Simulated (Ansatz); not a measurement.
Species, as SMILES: O=C (CH2-O).
Atoms: O1, C2, H3, H4. Bonds: O1-C2, C2-H3, C2-H4.

Basis-set convergence of the harmonic zero-point energy at B3LYP with Ansatz (a first-principles code). Each level at its own minimum, finite differences of forces, unscaled; the reference is a large set that could be run, not a limit. All functions are spherical. The program fits the integrals of some runs and decomposes those of others, by size. No added dispersion term, no relativity. Reference: the value in aug-pcseg-2, 16.64 kcal/mol. Deviations are taken from unrounded values.

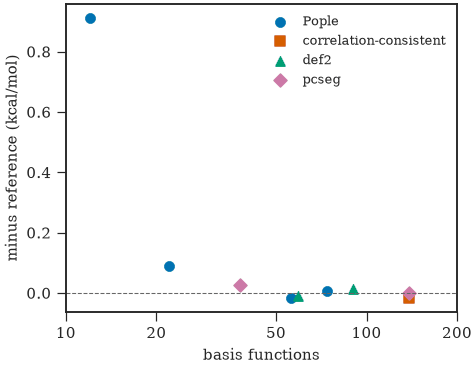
*Deviation from the reference against the number of basis functions, by family of sets.*

```json
[
 {"basis": "STO-3G", "functions": "12", "harmonic zero-point energy (kcal/mol)": "17.55", "minus reference (kcal/mol)": "0.91"},
 {"basis": "3-21G", "functions": "22", "harmonic zero-point energy (kcal/mol)": "16.73", "minus reference (kcal/mol)": "0.09"},
 {"basis": "pcseg-1", "functions": "38", "harmonic zero-point energy (kcal/mol)": "16.66", "minus reference (kcal/mol)": "0.03"},
 {"basis": "6-311+G**", "functions": "56", "harmonic zero-point energy (kcal/mol)": "16.62", "minus reference (kcal/mol)": "-0.02"},
 {"basis": "def2-SVPD", "functions": "59", "harmonic zero-point energy (kcal/mol)": "16.63", "minus reference (kcal/mol)": "-0.01"},
 {"basis": "6-311++G(2d,2p)", "functions": "74", "harmonic zero-point energy (kcal/mol)": "16.64", "minus reference (kcal/mol)": "0.01"},
 {"basis": "def2-TZVPP", "functions": "90", "harmonic zero-point energy (kcal/mol)": "16.65", "minus reference (kcal/mol)": "0.01"},
 {"basis": "aug-cc-pVTZ", "functions": "138", "harmonic zero-point energy (kcal/mol)": "16.62", "minus reference (kcal/mol)": "-0.02"},
 {"basis": "aug-pcseg-2", "functions": "138", "harmonic zero-point energy (kcal/mol)": "16.64", "minus reference (kcal/mol)": "0.00"}
]
```
